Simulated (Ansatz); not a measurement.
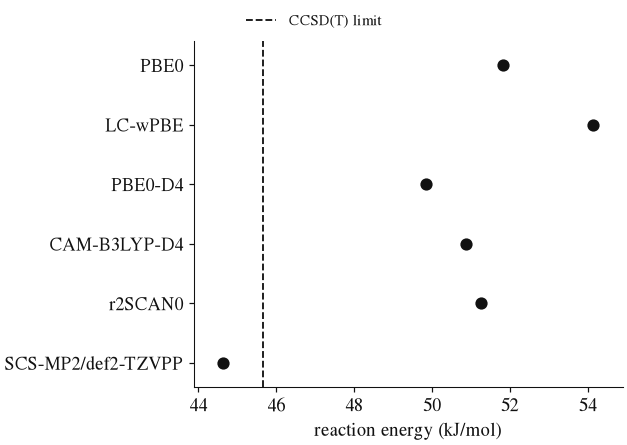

Electronic reaction energy of ZrH₂O₂IF ([OH][Zr]([OH])([F])[I]) + H₂O (O) → ZrH₃O₃I ([OH][Zr]([OH])([OH])[I]) + HF (F) (SMILES in brackets) at several levels (functionals in def2-TZVPP unless a basis is named), isolated molecules at PBE0-D4 triple-zeta geometries, minima by their frequencies, no zero-point or thermal terms, the Ansatz code 0.2.0. The line is frozen-core CCSD(T) at the basis limit (MP2 extrapolated from triple and quadruple zeta, plus CCSD(T) less MP2 in a smaller set). No dispersion term is added to PBE0, LC-wPBE and r2SCAN0. The distance of SCS-MP2/def2-TZVPP to the limit includes basis error. Core potentials past Kr.

> What do zero-point energy and temperature add?

Zero-point change −5.1 kJ/mol; at 298.15 K and 1 bar the CCSD(T) limit plus thermal terms gives an enthalpy of reaction of 42.3 and a free energy of 43.9 kJ/mol (harmonic PBE0-D4 modes, ideal gas).

> Give the values.

```
             level  kJ/mol  less CCSD(T) limit
              PBE0    51.8                 6.2
           LC-wPBE    54.1                 8.5
           PBE0-D4    49.9                 4.2
      CAM-B3LYP-D4    50.9                 5.2
           r2SCAN0    51.3                 5.6
SCS-MP2/def2-TZVPP    44.6                −1.0
     CCSD(T) limit    45.7                 0.0
```

Known limits of this run: outer-core shells are correlated without core-valence functions, which makes the correlated values less sure; spin-orbit coupling is left out, and with I it can shift these values.
